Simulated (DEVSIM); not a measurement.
Structure: abrupt GaSb p-n junction, at 250 K.

```tsv
layer (left to right)	material	thickness (μm)	Nd (cm⁻³)	Na (cm⁻³)	τn (s)	τp (s)
1	GaSb	0.130	-	8.9e16	1.6e-8	1.6e-8
2	GaSb	12.0	4.7e16	-	1.6e-8	4.8e-9
```

Left contact: ohmic. Right contact: ohmic. Voltage is applied to the left contact. Recombination: SRH at mid-gap, Auger. Mobility is μmin + (μ − μmin)/(1 + (N/Nref)^α).

The device is made up for the run: typed textbook-type constants, with dimensions and the other settings drawn at random. Values at 300 K; Nc and Nv go as T^1.5, mobilities as T to minus their exponent, the gap by Varshni's rule with the affinity fixed.

```csv
parameter,GaSb
gap (eV),0.726
affinity (eV),4.06
permittivity,15.7
Nc (cm⁻³),2.1e17
Nv (cm⁻³),1.8e19
μn (cm²/Vs),5000
μp (cm²/Vs),850
"μn,min",1000
"μp,min",190
"Nref,n",2.8e17
"Nref,p",9e17
αn,1.05
αp,0.65
T exponent of μn,2
T exponent of μp,1.7
Cn (cm⁶/s),5e-30
Cp (cm⁶/s),5e-30
Varshni α (eV/K),0.00042
Varshni β (K),140
```

DEVSIM, 1D drift-diffusion, Boltzmann statistics, complete ionisation; no tunnelling, impact ionisation, image-force lowering or self-heating.

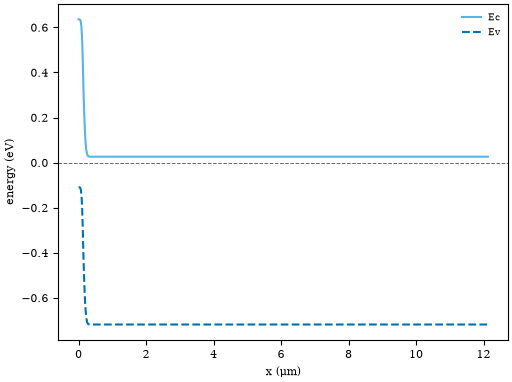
Fig. 1. Band edges at zero bias

Energies count from the Fermi level of the right contact; mesh points crowd at the junctions.

```
x (μm)   Ec (eV)  Ev (eV)  n (cm⁻³)  p (cm⁻³)  field (V/cm)
-------  -------  -------  --------  --------  ------------
0.000      0.636   -0.108     24000    8.9e16          -180
0.01802    0.636   -0.109     24000    8.7e16          -340
0.04435    0.633   -0.111     27000    7.8e16         -1900
0.08189    0.606   -0.138     96000    2.2e16        -17000
0.1165     0.493   -0.251     1.8e7    1.2e14        -50000
0.1331     0.397   -0.348     1.6e9    1.3e12        -61000
0.1560     0.270   -0.474    5.7e11     3.8e9        -49000
0.2236     0.061   -0.684    9.4e15    230000        -14000
0.3224     0.027   -0.718    4.6e16     46000          -160
0.5043     0.026   -0.718    4.7e16     45000           ≈ 0
0.8390     0.026   -0.718    4.7e16     45000           ≈ 0
1.827      0.026   -0.718    4.7e16     45000           ≈ 0
3.274      0.026   -0.718    4.7e16     45000           ≈ 0
5.936      0.026   -0.718    4.7e16     45000           ≈ 0
9.372      0.026   -0.718    4.7e16     45000           ≈ 0
10.70      0.026   -0.718    4.7e16     45000           ≈ 0
11.37      0.026   -0.718    4.7e16     45000           ≈ 0
11.72      0.026   -0.718    4.7e16     45000           ≈ 0
11.96      0.026   -0.718    4.7e16     45000           ≈ 0
12.05      0.026   -0.718    4.7e16     45000           ≈ 0
12.10      0.026   -0.718    4.7e16     45000           ≈ 0
12.13      0.026   -0.718    4.7e16     45000           ≈ 0
```
